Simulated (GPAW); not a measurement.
# Work function of 2H-VSSe monolayer at several levels, part 2 of 2

Aim: the work function of both faces of 2H-VSSe monolayer, and its spread over functionals and bases.

GPAW 26.7.0; GPAW, PAW setups; layer in a repeated cell with vacuum, relaxation of atoms and in-plane cell (the session's first sound run).

So far, upper work function (eV): step 3 (the slab's potential, PBE, GPAW) 5.81; step 5 (LDA) 6.04; step 6 (GPAW, PAW setups) 6.14; step 7 (revPBE) 5.71; step 8 (RPBE) 5.72.

### Step 9. Real-space grid: mode = "fd"

Level of this step: GPAW, PAW setups; slab in vacuum (GPAW).

A real-space grid is a second complete basis, so it checks the plane-wave result.

The input, run.py:

```python
import json
import numpy as np
from ase import Atoms
from gpaw import GPAW

slab = Atoms(
    ['Se', 'V', 'S'],
    positions=[
        [-0.00000, 1.88488, 9.00000],
        [0.00000, -0.00000, 10.66197],
        [-0.00000, 1.88488, 12.08839]],
    cell=[[3.2647, -0.0, 0.0], [-1.63235, 2.82731, 0.0], [0.0, 0.0, 21.0884]],
    pbc=[True, True, False],
    magmoms=[0.0, 1.0, 0.0])

slab.calc = GPAW(mode='fd', h=0.18, xc='PBE', kpts={'size': (12, 12, 1), 'gamma': True},
                 occupations={'name': 'fermi-dirac', 'width': 0.05}, nbands='160%',
                 convergence={'density': 1e-05}, maxiter=200,
                 poissonsolver={'dipolelayer': 'xy'},
                 symmetry={'tolerance': 1e-3}, txt='slab.txt')
result = {}
energy = slab.get_potential_energy()
fermi = slab.calc.get_fermi_level()
v = slab.calc.get_electrostatic_potential().mean((0, 1)) - fermi
n = slab.calc.get_pseudo_density().mean((0, 1))
L = slab.cell[2, 2]
z = np.arange(len(v)) * L / len(v)
low, high = slab.positions[:, 2].min(), slab.positions[:, 2].max()
below, above = np.interp([low - 6.8, high + 6.8], z, v)
slopes = [np.interp(x, z, np.gradient(v, z)) for x in (low - 6.8, high + 6.8)]
eps = np.array([[slab.calc.get_eigenvalues(k, s) for k in range(len(slab.calc.get_ibz_k_points()))]
                for s in range(slab.calc.get_number_of_spins())]) - fermi
top, bottom = eps[eps < 0].max(), eps[eps > 0].min()
dipole = slab.get_dipole_moment()[2]
print(f'energy {energy:.4f} eV, Fermi level {fermi:.4f} eV, dipole {dipole:.5f} e A')
print(f'potential 6.8 A off the faces, from the Fermi level: lower {below:.4f} eV, upper {above:.4f} eV')
print(f'slope of the potential there: lower {slopes[0]:.5f}, upper {slopes[1]:.5f} eV/A')
print(f'nearest levels on the mesh: {top:.4f} and {bottom:.4f} eV')
print('magnetic moment', round(slab.get_magnetic_moment(), 3))
result.update(energy=energy, fermi=fermi, dipole=dipole, below=below, above=above, slopes=slopes, edges=[top, bottom],
              z=z.tolist(), v=v.tolist(), n=n.tolist(), positions=slab.positions.tolist(),
              forces=slab.get_forces(apply_constraint=False).tolist(), moments=slab.get_magnetic_moments().tolist())
json.dump(result, open('result.json', 'w'))
```

On the command line:

```
OMP_NUM_THREADS=1 OPENBLAS_NUM_THREADS=1 python run.py
```

What it wrote:

```text
energy -18.4256 eV, Fermi level -5.5929 eV, dipole -0.02198 e A
potential 6.8 A off the faces, from the Fermi level: lower 5.3774 eV, upper 5.8084 eV
slope of the potential there: lower 0.00000, upper 0.00000 eV/A
nearest levels on the mesh: -0.0207 and 0.0213 eV
magnetic moment 0.95
```

The job ended after 3.7 min (1 thread of Intel Xeon at 2.60GHz (Ice Lake), shared host; peak memory 0.65 GiB).

This step gave:

| Quantity | Value |
| --- | --- |
| dipole along the normal | -0.02198 e·Å |
| levels nearest the Fermi level on the mesh | -0.02067, 0.02128 eV from the Fermi level |
| upper work function | 5.808 eV |
| lower work function | 5.377 eV |
| site moments | -0.05266, 0.8730, -0.01617 μB |
| sum of the site moments | 0.8042 μB |

The electrostatic potential energy of an electron (without an applied field's), less the Fermi level, planar mean by z:

| z (Å) | electrostatic potential energy of an electron (without an applied field's), less the Fermi level, planar mean (eV) |
| --- | --- |
| 0 | 5.59 |
| 1 | 5.38 |
| 2 | 5.38 |
| 3 | 5.38 |
| 4 | 5.38 |
| 5 | 5.38 |
| 6 | 5.37 |
| 7 | 5.24 |
| 8 | 2.56 |
| 9 | -20.8 |
| 10 | -4.53 |
| 11 | -9.93 |
| 12 | -17.0 |
| 13 | 3.05 |
| 14 | 5.69 |
| 15 | 5.80 |
| 16 | 5.81 |
| 17 | 5.81 |
| 18 | 5.81 |
| 19 | 5.81 |
| 20 | 5.81 |

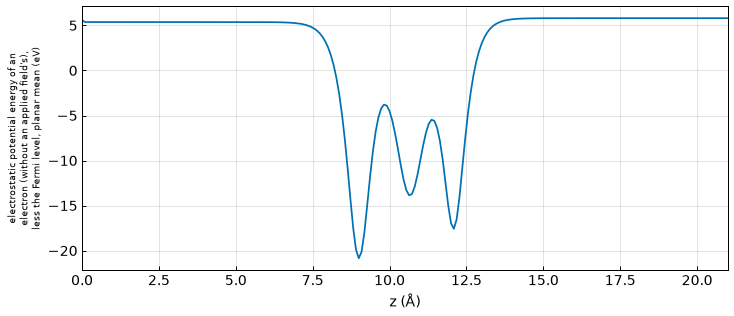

Electrostatic potential energy of an electron (without an applied field's), less the Fermi level, planar mean against z.

The upper face's work function is 5.808 eV, against 5.808 eV in the first plane-wave PBE run at this geometry.

### Step 10. Atomic orbitals: mode = "lcao"

Atom-centred orbitals end a few angstrom from the surface, which tests how much the density's tail matters.

run.py, as its differences from that of step 9:

```diff
@@ -15,4 +15,4 @@
 
-slab.calc = GPAW(mode='fd', h=0.18, xc='PBE', kpts={'size': (12, 12, 1), 'gamma': True},
-                 occupations={'name': 'fermi-dirac', 'width': 0.05}, nbands='160%',
+slab.calc = GPAW(mode='lcao', basis='dzp', h=0.18, xc='PBE', kpts={'size': (12, 12, 1), 'gamma': True},
+                 occupations={'name': 'fermi-dirac', 'width': 0.05}, nbands='120%',
                  convergence={'density': 1e-05}, maxiter=200,
```

What it wrote:

```text
energy -17.6888 eV, Fermi level -5.5636 eV, dipole -0.02384 e A
potential 6.8 A off the faces, from the Fermi level: lower 5.3298 eV, upper 5.7974 eV
slope of the potential there: lower 0.00000, upper 0.00000 eV/A
nearest levels on the mesh: -0.1119 and 0.0112 eV
magnetic moment 0.931
```

Elapsed: 4.1 min, on 1 thread; peak memory 0.29 GiB.

Numbers from this step:

```
dipole along the normal                    : -0.02384 e·Å
levels nearest the Fermi level on the mesh : -0.1119, 0.01123 eV from the Fermi level
upper work function                        : 5.797 eV
lower work function                        : 5.330 eV
site moments                               : -0.05292, 0.8621, -0.01834 μB
sum of the site moments                    : 0.7908 μB
```

The upper face's work function is 5.797 eV, against 5.808 eV in the first plane-wave PBE run at this geometry.

### Step 11. All levels side by side

Times are for 1 thread of Intel Xeon at 2.60GHz (Ice Lake), shared host. The runs compared:

| no. | run | upper work function (eV) | lower work function (eV) | time | memory (GiB) |
| --- | --- | --- | --- | --- | --- |
| 1 | pw | 5.808 | 5.376 | 41 s | 0.25 |
| 2 | optPBE vdW | 6.015 | 5.569 | 61 s | 0.39 |
| 3 | LDA | 6.041 | 5.743 | 44 s | 0.24 |
| 4 | vdW DF2 | 6.144 | 5.655 | 55 s | 0.39 |
| 5 | revPBE | 5.713 | 5.254 | 47 s | 0.25 |
| 6 | RPBE | 5.716 | 5.247 | 44 s | 0.25 |
| 7 | fd | 5.808 | 5.377 | 3.7 min | 0.65 |
| 8 | lcao | 5.797 | 5.330 | 4.1 min | 0.29 |

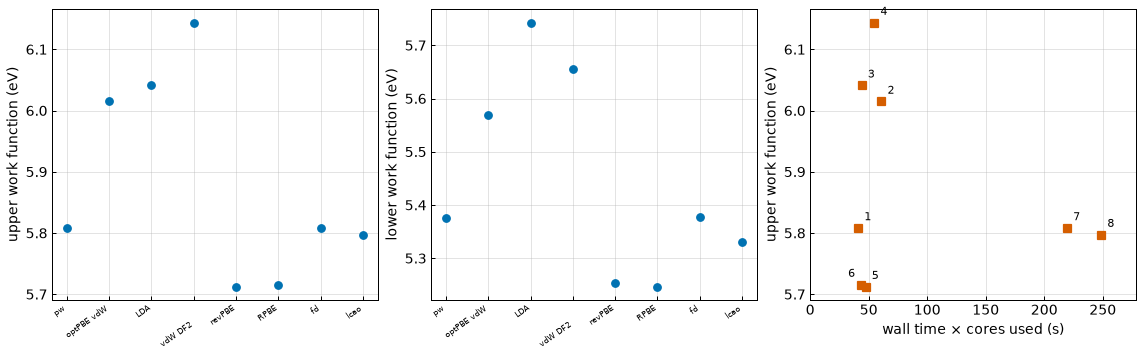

The series as plots; the last panel sets the first result against cost, with the runs numbered as in the table.

### Step 12. Side by side

Results and costs are gathered.

This step: comparison of work functions, dipole and cost (GPAW 26.7.0).

Ladder, by row:

| step | code | work function, upper (eV) | work function, lower (eV) | dipole (e Å) | wall time (s) | peak memory (GiB) | threads |
| --- | --- | --- | --- | --- | --- | --- | --- |
| pw | GPAW | 5.808 | 5.376 | -0.02195 | 40.96 | 0.25 | 1 |
| optPBE-vdW | GPAW | 6.015 | 5.569 | -0.02267 | 60.75 | 0.39 | 1 |
| LDA | GPAW | 6.041 | 5.743 | -0.01514 | 43.91 | 0.24 | 1 |
| vdW-DF2 | GPAW | 6.144 | 5.655 | -0.02483 | 54.69 | 0.39 | 1 |
| revPBE | GPAW | 5.713 | 5.254 | -0.0233 | 47.34 | 0.25 | 1 |
| RPBE | GPAW | 5.716 | 5.247 | -0.02385 | 43.74 | 0.25 | 1 |
| fd | GPAW | 5.808 | 5.377 | -0.02198 | 219.4 | 0.65 | 1 |
| lcao | GPAW | 5.797 | 5.33 | -0.02384 | 248.6 | 0.29 | 1 |

### Step 13. A changed run

One more run, with changed settings.

This step: GPAW, PAW setups; slab in vacuum (GPAW 26.7.0).

run.py, as its differences from that of step 10:

```diff
@@ -3,3 +3,3 @@
 from ase import Atoms
-from gpaw import GPAW
+from gpaw import GPAW, PW
 
@@ -15,5 +15,5 @@
 
-slab.calc = GPAW(mode='lcao', basis='dzp', h=0.18, xc='PBE', kpts={'size': (12, 12, 1), 'gamma': True},
-                 occupations={'name': 'fermi-dirac', 'width': 0.05}, nbands='120%',
-                 convergence={'density': 1e-05}, maxiter=200,
+slab.calc = GPAW(mode=PW(400), xc='PBE', kpts={'size': (12, 12, 1), 'gamma': True},
+                 occupations={'name': 'fermi-dirac', 'width': 0.05}, nbands='100%',
+                 convergence={'density': 1e-05}, maxiter=75,
                  poissonsolver={'dipolelayer': 'xy'},
```

What it wrote:

```text
energy -18.4374 eV, Fermi level -2.0754 eV, dipole -0.02196 e A
potential 6.8 A off the faces, from the Fermi level: lower 5.3764 eV, upper 5.8084 eV
slope of the potential there: lower -0.00001, upper 0.00000 eV/A
nearest levels on the mesh: -0.0196 and 0.0224 eV
magnetic moment 0.949
```

Wall time 44 s (1 thread); peak memory 0.23 GiB.

The setting was moved on purpose (too few bands), yet the results that both runs give agree within 1 %.

The two runs compared:

| quantity | this run | sound run | difference |
| --- | --- | --- | --- |
| dipole along the normal (e·Å) | -0.021956 | -0.021954 | -1.2e-6 |
| upper work function (eV) | 5.8084 | 5.8084 | 2.0e-5 |
| lower work function (eV) | 5.3764 | 5.3764 | -3.3e-6 |
| sum of the site moments (μB) | 0.80254 | 0.80261 | -6.4e-5 |

### Step 14. Summary of results

| Item | Value |
| --- | --- |
| work function, upper and lower face | 5.808 and 5.376 eV |
| dipole along the normal | -0.0220 e Å |

With plane waves and PBE the work function is 5.81 eV on the upper face and 5.38 eV on the lower. The two faces differ by 0.43 eV, the step that the slab's dipole makes (e p/(ε0 A) gives 0.43 eV), so the dipole layer is needed. Over the sound runs of the table the upper face's work function spans 5.713 (revPBE) to 6.144 eV (vdW-DF2). The relaxation of atoms and cell ran in a fully periodic cell without the dipole layer, so the atoms of this polar layer felt a small spurious field. One magnetic start was tried; another order may lie lower. The layer's cell and atoms come from the relaxation; spin-orbit coupling and temperature are left out.

[Logs are printed without paths, hosts, clocks, repeated set-up lines and the standing remarks that a program may print on its own settings, such as how far it seeks lower states.]

[Hosts, paths, dates, database ids (printed as entryN), source tags and the programs' standing remarks are cut or masked in the printed files.]
